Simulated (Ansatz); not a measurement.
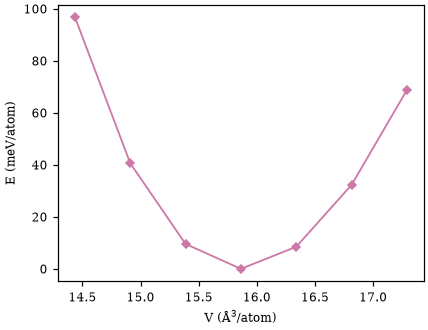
Fig. 1. GeMo$_{2}$ in space group P4/nmm (No. 129; Mo on 2a, Mo on 2c, Ge on 2c) under volume change, plane-wave PAW PBE (Ansatz code), shape and atoms relaxed at each volume.

Task: What does a third-order Birch–Murnaghan fit give for V₀, B₀ and B′?

Result: V₀ = 15.86 Å³/atom, B₀ = 201 GPa, B′ = 4.7.

A made-up cell: these elements were put on the sites of a structure type; neither database checked (COD, Materials Project) lists it. Whether it is the stable phase at ambient conditions was not checked. The PBE relaxation kept the symmetry of its start; its stability against distortions is not shown here. No spin polarisation was allowed.

Potentials: the later of the program's two PAW sets.
